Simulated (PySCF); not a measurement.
**C₃H₇BOSi (SMILES BOC[SiH2]C#C): density, localisation and related maps**

```yaml
atoms:
  - { symbol: B, position_ang: [-1.4859, 1.2165, -0.8887] }
  - { symbol: O, position_ang: [-1.4840, -0.0322, -0.4672] }
  - { symbol: C, position_ang: [-1.0683, -0.4401, 0.8224] }
  - { symbol: Si, position_ang: [0.6008, -1.3586, 0.6366] }
  - { symbol: C, position_ang: [1.8508, -0.1037, 0.1071] }
  - { symbol: C, position_ang: [2.6364, 0.7340, -0.2508] }
  - { symbol: H, position_ang: [-1.1722, 2.1216, -0.1942] }
  - { symbol: H, position_ang: [-1.8365, 1.3748, -1.9963] }
  - { symbol: H, position_ang: [-0.9892, 0.4219, 1.4936] }
  - { symbol: H, position_ang: [-1.8438, -1.1021, 1.2194] }
  - { symbol: H, position_ang: [0.9862, -1.9064, 1.9434] }
  - { symbol: H, position_ang: [0.4723, -2.3885, -0.3961] }
  - { symbol: H, position_ang: [3.3292, 1.4632, -0.5611] }
```

Geometry: GFN2-xTB.

Level of theory: B3LYP/def2-SVPD, SCF density, gas phase in PySCF 2.14.0.

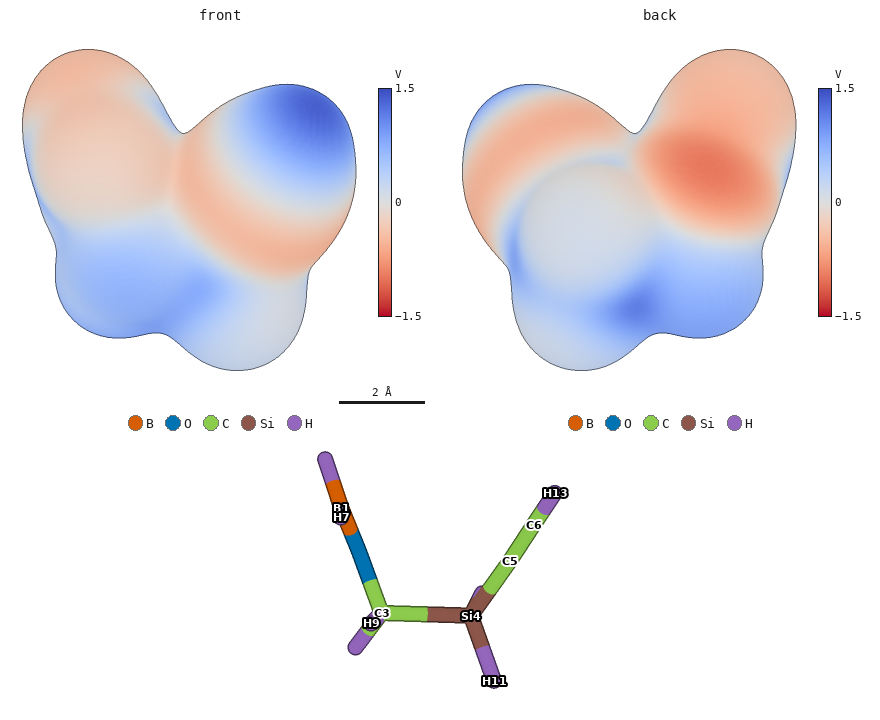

Figure 1. The electrostatic potential painted on the density surface at 0.001 e/bohr³, seen from the front and from behind; the colour scale runs from red (negative) to blue (positive). The bare structure is drawn below in the same view.

Where is the surface potential most negative and most positive?

Answer. The most negative region (about −1.0 V) lies over O2, the most positive (about +1.3 V) over H13.

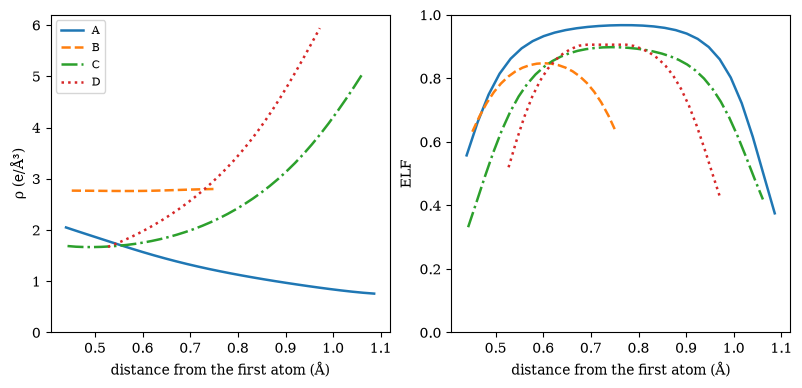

Figure 2. Total electron density and electron localisation function along straight lines between neighbouring atoms. The curves leave out the atomic cores.

Which curve belongs to which contact (B–O, C–C, C–O and C–Si)? The first atom named is at distance zero.

Answer. Curve A: C–Si (1.85 Å): ρ at the midpoint is about 0.94 e/Å³; the ELF peaks at about 0.95 between the atoms; localised, covalent bonding. Curve B: C–C (1.20 Å): ρ is about 2.8 e/Å³ halfway; the ELF peaks at about 0.85 between the atoms (a multiple bond). Curve C: C–O (1.42 Å): ρ is about 2 e/Å³ halfway, with its minimum of 1.7 e/Å³ about 0.5 Å from C; the ELF peaks at about 0.90 between the atoms; a shared but strongly polarised pair. Curve D: B–O (1.32 Å): ρ is about 2.3 e/Å³ halfway; the ELF peaks at about 0.90 between the atoms; a polar covalent bond.
